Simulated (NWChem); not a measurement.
# InCl (SMILES [Cl][In]): MP2/def2-TZVPPD (core potential)

What is the vertical singlet–triplet gap of InCl at MP2/def2-TZVPPD (core potential)? Input form: an ASE script.

The results are computed with NWChem 7.3.0.

4 further runs of the same task are left out: 1 that didn't finish, 3 set aside as unsound or not needed.

### 1 The structure to begin with

InCl: 2 atoms, total charge 0, spin state singlet. SMILES: `[Cl][In]`. The coordinates come from a PBE0-D4/def2-TZVP relaxation.

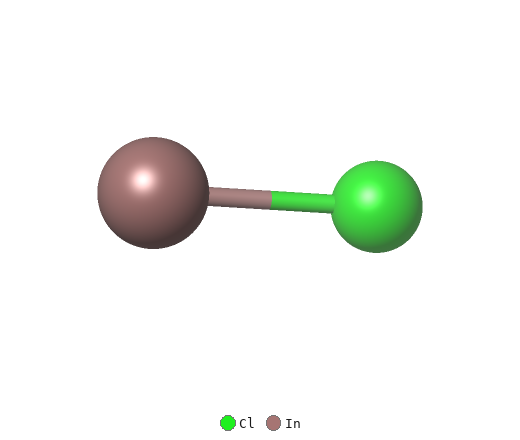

Viewed from a chosen angle; chlorine green, indium brown.

### 2 Energy and gradient at MP2/def2-TZVPPD (core potential)

Contents of run.py:

```python
from ase import Atoms
from ase.calculators.nwchem import NWChem

molecule = Atoms(['Cl', 'In'], positions=[
    [0.000000, -0.000000, -0.013930],
    [-0.000000, 0.000000, 2.399590],
])

calc = NWChem(
    label='clin',
    theory='mp2',
    memory='2200 mb',
    basis='def2-TZVPPD',
    basispar='spherical bse',
    scf={'nopen': '0', 'rhf': None, 'thresh': '1e-08', 'maxiter': '80'},
    mp2={'freeze': 'core 9', 'tight': None},
    **{'ecp bse': {'In library': 'def2-TZVPPD'}},
)
molecule.calc = calc

forces = molecule.get_forces()
e = molecule.get_potential_energy()
print(f"E = {e:.6f} eV")
print("forces (eV/A):")
for s, f in zip(molecule.symbols, forces):
    print(f"{s:2s} {f[0]:10.5f} {f[1]:10.5f} {f[2]:10.5f}")
```

Run with:

```
$ export ASE_NWCHEM_COMMAND="nwchem PREFIX.nwi > PREFIX.nwo"
$ python run.py
```

Standard output:

```text
E = -17667.509914 eV
forces (eV/A):
Cl    0.00000   -0.00000    0.07461
In   -0.00000    0.00000   -0.07461
```

The calculator wrote clin.nwi:

```
title "clin"

permanent_dir clin

scratch_dir clin

start clin

geometry units angstrom nocenter noautosym noautoz
  Cl 0.0000000000000000e+00 -0.0000000000000000e+00 -1.3930000000000000e-02
  In -0.0000000000000000e+00 0.0000000000000000e+00 2.3995899999999999e+00
end

memory 2200 mb

basis spherical bse noprint
   * library def2-TZVPPD
end

scf
  nopen 0
  rhf
  thresh 1e-08
  maxiter 80
end
mp2
  freeze core 9
  tight
end
ecp bse
  In library def2-TZVPPD
end

task mp2 gradient
```

clin.nwo:

```text
Northwest Computational Chemistry Package (NWChem) 7.3.0
             --------------------------------------------------------

           Job information
           ---------------

    nwchem branch   = 7.3.0
    use scalapack   = T
    input           = clin.nwi
    prefix          = clin.
    data base       = clin/clin.db
    status          = startup
    nproc           =        1

           Memory information
           ------------------

    heap     =     72089598 doubles =      550.0 Mbytes
    stack    =     72089595 doubles =      550.0 Mbytes
    global   =    144179200 doubles =     1100.0 Mbytes (distinct from heap & stack)
    total    =    288358393 doubles =     2200.0 Mbytes
    verify   = yes
    hardfail = no

           Directory information
           ---------------------

  0 permanent = clin
  0 scratch   = clin

[... 27 lines left out ...]
            Nuclear Dipole moment (a.u.)
[... 61 lines left out ...]
 1-e energy   =   -1125.981217
[... 7 lines left out ...]
         Quadratically convergent ROHF
[... 3 lines left out ...]
 Final Fock-matrix accuracy:          1.000E-10
[... 13 lines left out ...]
         Total SCF energy =   -648.812572342710
[... 1 line left out ...]
      Two-electron energy =    400.176086298472
[... 4 lines left out ...]
             Final eigenvalues
[... 424 lines left out ...]
 CPHF converged to   3.6D-07 in   11 iters
[... 11 lines left out ...]
 MP2 RHF      natural orbital occupation numbers
[... 110 lines left out ...]
  MP2 natural orbitals output to clin/clin.mp2nos

                         mp2 ENERGY GRADIENTS

    atom               coordinates                        gradient
                 x          y          z           x          y          z
   1 Cl      0.000000   0.000000  -0.026324   -0.000000   0.000000  -0.001451
   2 In      0.000000   0.000000   4.534568    0.000000  -0.000000   0.001451

                 ----------------------------------------
                 |  Time  |  1-e(secs)   |  2-e(secs)   |
                 ----------------------------------------
                 |  CPU   |       0.04   |      16.86   |
                 ----------------------------------------
                 |  WALL  |       0.04   |      16.86   |
                 ----------------------------------------
 -----------------------
 Task  times  cpu:      118.4s     wall:      118.4s
 Total times  cpu:      118.4s     wall:      118.4s
```

It took 2 min on 1 thread of Intel Xeon Platinum 8259CL at 2.50GHz (Skylake/Cascade Lake), shared host; peak memory 0.36 GiB.

### 3 The triplet: a single-point energy at UMP2/def2-TZVPPD (core potential)

Contents of run.py:

```python
from ase import Atoms
from ase.calculators.nwchem import NWChem

mol = Atoms('ClIn', positions=[
    [0.000000, -0.000000, -0.013930],
    [-0.000000, 0.000000, 2.399590],
])

calc = NWChem(
    label='clin',
    theory='mp2',
    memory='2200 mb',
    basis='def2-TZVPPD',
    basispar='spherical bse',
    scf={'nopen': '2', 'uhf': None, 'thresh': '1e-08', 'maxiter': '80'},
    mp2={'freeze': 'core 9', 'tight': None},
    task='energy',
    **{'ecp bse': {'In library': 'def2-TZVPPD'}},
)
mol.calc = calc

print("Total energy (eV):", round(mol.get_potential_energy(), 6))
```

Run with:

```
$ export ASE_NWCHEM_COMMAND="nwchem PREFIX.nwi > PREFIX.nwo"
$ python run.py
```

Standard output:

```text
Total energy (eV): -17663.89429
```

The calculator wrote clin.nwi:

```
title "clin"

permanent_dir clin

scratch_dir clin

start clin

geometry units angstrom nocenter noautosym noautoz
  Cl 0.0000000000000000e+00 -0.0000000000000000e+00 -1.3930000000000000e-02
  In -0.0000000000000000e+00 0.0000000000000000e+00 2.3995899999999999e+00
end

memory 2200 mb

basis spherical bse noprint
   * library def2-TZVPPD
end

scf
  nopen 2
  uhf
  thresh 1e-08
  maxiter 80
end
mp2
  freeze core 9
  tight
end
ecp bse
  In library def2-TZVPPD
end

task mp2 energy
```

clin.nwo:

```text
Northwest Computational Chemistry Package (NWChem) 7.3.0
             --------------------------------------------------------

           Job information
           ---------------

    nwchem branch   = 7.3.0
    use scalapack   = T
    input           = clin.nwi
    prefix          = clin.
    data base       = clin/clin.db
    status          = startup
    nproc           =        1

           Memory information
           ------------------

    heap     =     72089598 doubles =      550.0 Mbytes
    stack    =     72089595 doubles =      550.0 Mbytes
    global   =    144179200 doubles =     1100.0 Mbytes (distinct from heap & stack)
    total    =    288358393 doubles =     2200.0 Mbytes
    verify   = yes
    hardfail = no

           Directory information
           ---------------------

  0 permanent = clin
  0 scratch   = clin

[... 27 lines left out ...]
            Nuclear Dipole moment (a.u.)
[... 61 lines left out ...]
 1-e energy   =   -1125.981217
[... 7 lines left out ...]
         Quadratically convergent UHF
[... 14 lines left out ...]
       Final UHF  results
[... 3 lines left out ...]
      One electron energy =  -1126.084871132979
[... 1 line left out ...]
 Nuclear repulsion energy =     78.274171290436
[... 42 lines left out ...]
          Final beta eigenvalues
[... 326 lines left out ...]
                     UHF Final Beta Molecular Orbital Analysis
[... 386 lines left out ...]
 Semi-direct pass number   1 of   1  for UHF beta        at       84.8s
 Done moints_semi at       92.4s
 Done maket at       92.9s
 Done multipass loop at       92.9s

          -------------------------------------------
          SCF energy                -648.717625838434
          Correlation energy          -0.418521581940
          Singlet pairs                0.000000000000
          Triplet pairs                0.000000000000
          Total MP2 energy          -649.136147420373
          -------------------------------------------

          ---------------------------------------------------
                    Spin Component Scaled (SCS) MP2
          Same spin pairs                     -0.134886570286
          Same spin scaling factor             0.333333333333
          Opposite spin pairs                 -0.283635011653
          Opposite spin scaling fact.          1.200000000000
          SCS-MP2 correlation energy          -0.385324204079
          Total SCS-MP2 energy              -649.102950042513
          ---------------------------------------------------

 -----------------------
 Task  times  cpu:       92.8s     wall:       92.8s
 Total times  cpu:       92.9s     wall:       92.9s
```

Run time: 95 s. Hardware: 1 thread of Intel Xeon Platinum 8259CL at 2.50GHz (Skylake/Cascade Lake), shared host; peak memory 0.31 GiB.

### 4 Outcome

At MP2/def2-TZVPPD (core potential), 9 core orbitals frozen:

```
                                                           quantity          value
                                              singlet: total energy  -649.26902 Eh
   singlet: dipole moment (of the density that the program reports)         3.84 D
                       singlet: HOMO energy (Hartree–Fock orbitals)       -9.23 eV
                       singlet: LUMO energy (Hartree–Fock orbitals)        0.38 eV
                     singlet: HOMO–LUMO gap (Hartree–Fock orbitals)        9.61 eV
               singlet: correlation energy (9 core orbitals frozen)     -456.4 mEh
                                  singlet: largest force on an atom     0.075 eV/Å
                                              triplet: total energy  -649.13615 Eh
triplet: HOMO energy (Hartree–Fock orbitals) (highest over α and β)       -6.51 eV
 triplet: LUMO energy (Hartree–Fock orbitals) (lowest over α and β)       -1.65 eV
               triplet: correlation energy (9 core orbitals frozen)     -418.5 mEh
                         triplet: ⟨S²⟩ of the reference determinant          2.010
                   vertical energy of the triplet above the singlet       3.616 eV
```

What this shows: At this shape the triplet lies 3.62 eV (349 kJ/mol) above the singlet.
